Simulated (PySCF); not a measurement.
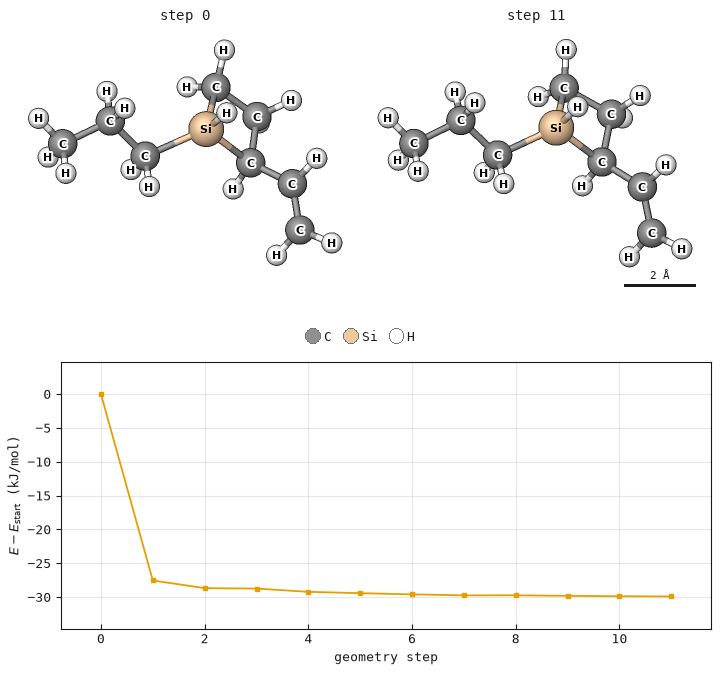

First and last geometry of a relaxation of C8H16Si, with the history of the run. The picture is a ball-and-stick view, seen at a tilt.

The start comes from GFN2-xTB. Its atoms were then displaced at random by about 0.01 Å.

The calculation used PBE0-D3(BJ)/def2-SVP geometry optimisation, gas phase (PySCF 2.14.0, density-fitted response routines). 

Question: What do the curves and the structures tell?

Answer: It converged. After 11 geometry steps the energy has fallen by 29.9 kJ/mol. The largest move after the best rigid fit is that of an H atom, 0.40 Å. By element the largest moves are H 0.40 Å, C 0.19 Å, Si 0.09 Å. Some distances before and after: C–H 1.047 → 1.101 Å, C–C 1.503 → 1.550 Å, H–Si 1.462 → 1.500 Å, C–Si 1.949 → 1.913 Å. Among the angles between lasting bonds that change: C–C–Si 118.2° → 123.0°, Si–C–H 111.8° → 107.2°, C–C–Si 90.6° → 86.3°.

```json
{"step": "0", "E − E(0), kJ/mol": "0.00"}
{"step": "1", "E − E(0), kJ/mol": "-27.54"}
{"step": "2", "E − E(0), kJ/mol": "-28.67"}
{"step": "3", "E − E(0), kJ/mol": "-28.73"}
{"step": "4", "E − E(0), kJ/mol": "-29.21"}
{"step": "5", "E − E(0), kJ/mol": "-29.41"}
{"step": "6", "E − E(0), kJ/mol": "-29.59"}
{"step": "7", "E − E(0), kJ/mol": "-29.73"}
{"step": "8", "E − E(0), kJ/mol": "-29.72"}
{"step": "9", "E − E(0), kJ/mol": "-29.81"}
{"step": "10", "E − E(0), kJ/mol": "-29.87"}
{"step": "11", "E − E(0), kJ/mol": "-29.90"}
```
